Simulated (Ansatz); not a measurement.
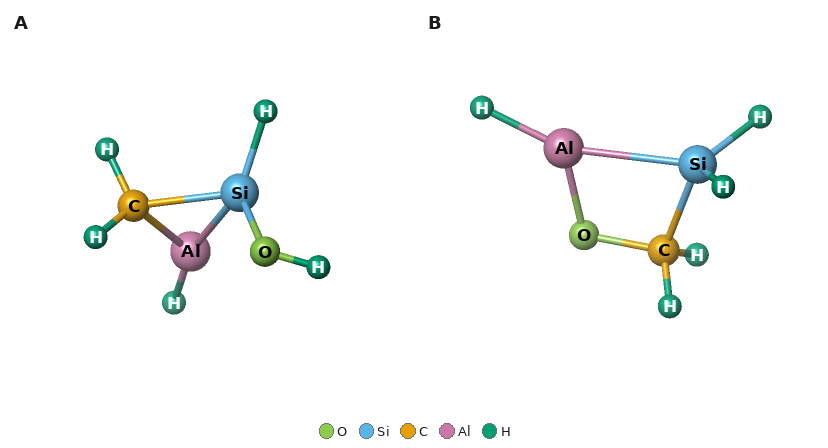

2 stationary structures of one formula. Geometries: PBE-D4/def2-SVP. Electronic energies: PBE-D4/def2-SVP (Ansatz 0.2.0), without zero-point energy. No frequency run is at hand to confirm each as a minimum.

**Which is lowest in energy, and by how much?**

B is lowest; A lies 0.639 eV above it. A is `O[Si@@H]1[CH2][AlH]1`, B is `C1[O][AlH][SiH2]1`.
